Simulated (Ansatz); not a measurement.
# PBE-QIDH/def2-TZVP run of SiH3Br (SMILES [SiH3]Br)

What is the electronic atomisation energy of SiH3Br at PBE-QIDH/def2-TZVP? 

Program for the calculation: Ansatz 0.2.0.

54 further runs of the same task are left out: 1 that didn't finish, 53 set aside as unsound or not needed.

**1. Starting point**

SiH3Br has 5 atoms, charge 0, and is taken as a singlet. SMILES: `[SiH3]Br`. Geometry: relaxed at PBE0-D4/def2-TZVP.

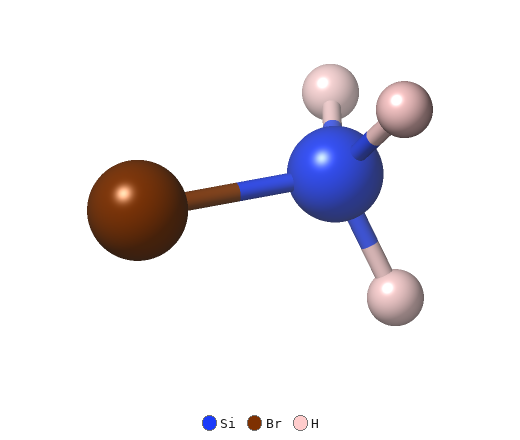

The structure, seen from a chosen angle (silicon blue, bromine brown, hydrogen pink).

**2. The energy at PBE-QIDH/def2-TZVP**

input.yaml reads:

```yaml
crystal:
  periodic: [false, false, false]
  atoms:
    - symbol: Si
      position_ang: [-0.147420, 0.056100, -0.043220]
    - symbol: Br
      position_ang: [1.853020, -0.705130, 0.543250]
    - symbol: H
      position_ang: [-1.064550, -0.105170, 1.107850]
    - symbol: H
      position_ang: [-0.625550, -0.731350, -1.202270]
    - symbol: H
      position_ang: [-0.015510, 1.485560, -0.405610]
basis:
  gaussian:
    orbitals: def2-TZVP
hamiltonian:
  xc: {name: PBE-QIDH}
correlation:
  frozen_orbitals: {Br: 9, H: 0, Si: 5}
accuracy: high
output: {orbitals: {seedname: orbitals}}
```

Launch:

```sh
$ ansatz run input.yaml --threads 1 --pin off --max-ram 3480MiB --events-out events.jsonl --progress --plain --runs-dir runs
```

What it wrote:

```text
Warning: RAYON_NUM_THREADS=1 ignored (pool sized by the plan → 1); use --threads N
Functional definition: PBE-QIDH
  name "PBE-QIDH"
  parameter a = 3^(-1/3)
  parameter c = 1/3
  exchange = (1 - a)*pbe_x + a*exact_x
  correlation = (1 - c)*pbe_c + c*(mp2_os + mp2_ss)
1659 factors; integrals over basis functions are off by at most 4.6e-9 eV
mean field evaluation 1: about -77947.4009 eV, gradient 8.2e0 eV
mean field evaluation 2: about -77947.4829 eV, gradient 8.4e0 eV
mean field evaluation 4: about -77947.7811 eV, gradient 1.7e0 eV
mean field evaluation 8: about -77947.7870 eV, gradient 4.8e-2 eV
mean field evaluation 16: about -77947.7870 eV, gradient 3.7e-6 eV
mean field -77947.78700848 eV, -2864.5283376540 hartree, gradient 2.2e-8 eV, S^2 0.000000; 0 other end points of the search recorded, 0 dependent functions left out
14 core orbitals not correlated: weight in the atoms' cores, before any rotation towards them, 1.000 or more for the frozen orbitals, at most 0.000 for the correlated occupied ones
reference -77947.78700947 eV, -2864.5283376902 hartree; 12, 12 occupied and 77, 77 virtual orbitals, 1659 factors
second order -12.05225842 eV of doubles, -0.00000000 eV of singles
Total energy: -77951.80442894 eV, -2864.6759751328 hartree
```

Run time: 8.7 s. Hardware: 1 thread of Arm Neoverse V2, shared host; peak memory 0.3 GiB.

**3. The Br atom at the same level**

run.yaml reads:

```yaml
crystal:
  periodic: [false, false, false]
  atoms:
    - {symbol: Br, position_ang: [0.000000, 0.000000, 0.000000]}
basis:
  gaussian:
    orbitals: def2-TZVP
magnetization:
  spin_polarized: true
  initial_magnetization: 1
hamiltonian:
  xc: {name: PBE-QIDH}
correlation:
  frozen_orbitals: {Br: 9}
accuracy: high
```

Run the same way, it converges to -2573.50261 Eh (log not shown).

**4. The H atom at the same level**

in.yaml reads:

```yaml
basis:
  gaussian: {orbitals: def2-TZVP}
crystal:
  periodic: [false, false, false]
  atoms:
    - {symbol: H, position_ang: [0.000000, 0.000000, 0.000000]}
magnetization: {spin_polarized: true, initial_magnetization: 1}
hamiltonian: {xc: {name: PBE-QIDH}}
correlation: {frozen_orbitals: {H: 0}}
accuracy: high
```

Run the same way, it converges to -0.50179 Eh (log not shown).

**5. The Si atom, same level**

molecule.yaml reads:

```yaml
crystal:
  periodic: [false, false, false]
  atoms:
    - {symbol: Si, position_ang: [0.000000, 0.000000, 0.000000]}
basis:
  gaussian:
    orbitals: def2-TZVP
magnetization:
  spin_polarized: true
  initial_magnetization: 2
hamiltonian:
  xc: {name: PBE-QIDH}
correlation:
  frozen_orbitals: {Si: 5}
accuracy: high
```

Run the same way, it converges to -289.15915 Eh (log not shown).

**6. Outcome**

At PBE-QIDH/def2-TZVP, 14 core orbitals frozen:

| quantity | value |
| --- | --- |
| molecule: total energy | -2864.67598 Eh |
| molecule: HOMO energy (SCF part's orbitals) | -10.46 eV |
| molecule: LUMO energy (SCF part's orbitals) | 1.42 eV |
| molecule: HOMO–LUMO gap (SCF part's orbitals) | 11.88 eV |
| Br atom: total energy | -2573.50261 Eh |
| Br atom: ⟨S²⟩ | 0.756 |
| H atom: total energy | -0.50179 Eh |
| H atom: ⟨S²⟩ | 0.750 |
| Si atom: total energy | -289.15915 Eh |
| Si atom: ⟨S²⟩ | 2.010 |
| electronic atomisation energy | 13.846 eV |

In words: Taking the molecule apart into free atoms costs 13.85 eV (1336 kJ/mol), before zero-point energy and without spin-orbit coupling.
